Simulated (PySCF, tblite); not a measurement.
# C8H8ClP: geometry, infrared bands and NMR shifts

Wanted: the infrared bands and NMR shifts of C8H8ClP (`Clc1ccpc(C2CC2)c1`), by calculation.

Computed with tblite 0.8.0 and PySCF 2.14.0, with density-fitted response routines of our own, on a single molecule in the gas phase. Atoms count from 0, in the outputs and in this text.

## 1. The molecule as given

18 atoms, charge 0, multiplicity 1; geometry from: force field or distance geometry start.

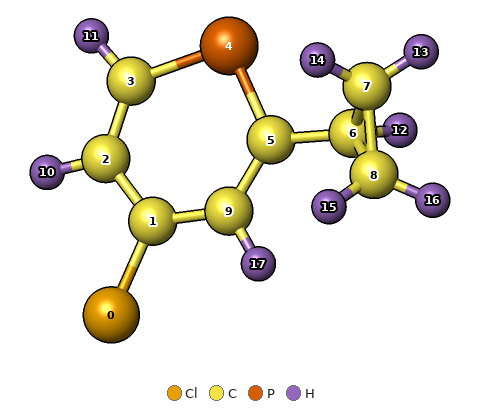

As it starts; chlorine amber, carbon yellow, phosphorus orange, hydrogen purple, atoms numbered.

## 2. Optimising the geometry with GFN2-xTB

The job: settings as JSON, then the geometry in Å.

```
{"job": {"kind": "relax", "xc": "GFN2-xTB", "basis": "xTB"}, "charge": 0, "multiplicity": 1}
Cl     2.930100     2.181500    -1.175500
C      2.121500     0.782700    -0.557000
C      2.927700    -0.206900     0.067000
C      2.425300    -1.378500     0.594300
P      0.661300    -1.879000     0.553900
C     -0.088500    -0.347800    -0.218500
C     -1.579100    -0.376000    -0.387700
C     -2.480500    -0.334900     0.830600
C     -2.409700     0.843900    -0.082500
C      0.724400     0.702400    -0.668300
H      3.991500    -0.035600     0.125800
H      3.109200    -2.093500     1.066300
H     -1.935600    -0.987100    -1.206200
H     -3.378300    -0.950700     0.800500
H     -2.047000    -0.239800     1.814100
H     -1.937900     1.741100     0.313700
H     -3.264900     1.050800    -0.721400
H      0.221800     1.533700    -1.160700
```

The run is started by

```sh
> OMP_NUM_THREADS=1 python probes_run.py task.json out
```

One launch serves the whole session: the jobs run in the order shown.

**Question.** This job is followed by: GFN2-xTB harmonic vibrations, gas phase; GIAO PBE0/pcSseg-1 NMR shielding, non-relativistic, gas phase. Predict these results of the whole session: strongest single infrared mode (GFN2-xTB); zero-point energy (GFN2-xTB); ¹³C shifts against TMS (PBE0/pcSseg-1, means over atoms taken as alike); ¹H shifts against TMS (PBE0/pcSseg-1, means over atoms taken as alike); ³⁵Cl shifts against HCl (PBE0/pcSseg-1); ³¹P shifts against H3PO4 (PBE0/pcSseg-1); surface potential, least and greatest.

As calculated:

| quantity | value |
| --- | --- |
| strongest single infrared mode (GFN2-xTB) | 3103 cm⁻¹, 71 km/mol |
| zero-point energy (GFN2-xTB) | 83.8 kcal/mol |
| ¹³C shifts against TMS (PBE0/pcSseg-1, means over atoms taken as alike) | 194.3, 165.7, 147.2, 138.0, 136.5, 25.8, 23.7 ppm |
| ¹H shifts against TMS (PBE0/pcSseg-1, means over atoms taken as alike) | 9.06, 7.98, 7.87, 1.93, 1.49, 1.05 ppm |
| ³⁵Cl shifts against HCl (PBE0/pcSseg-1) | 267 ppm |
| ³¹P shifts against H3PO4 (PBE0/pcSseg-1) | 196.1 ppm |
| surface potential, least and greatest | -0.51 V and 1.02 V |

What this shows: Over 141 steps the energy fell by 0.550 eV; of the close pairs, P4–C5 changed most, 1.872 to 1.755 Å. All 48 modes are real, so the xTB geometry is a minimum. The strongest single mode, at 3103 cm⁻¹, moves mainly H13 and H16. Unscaled tight-binding wavenumbers are off by several per cent, some by more. Its intensities can rank the bands wrongly. At PBE0/pcSseg-1: The largest span, 685 ppm, is at P4, where the paramagnetic term is -847 ppm. NICS(1)zz of -23 ppm above the planar ring from C1 marks a diatropic (aromatic) ring current. At PBE0/pcSseg-1, counted by nearest atom on the grid, the HOMO lies on P4 32 %; C1, C2, C5 about 12 % each, the LUMO on P4 35 %; C1 19 %.
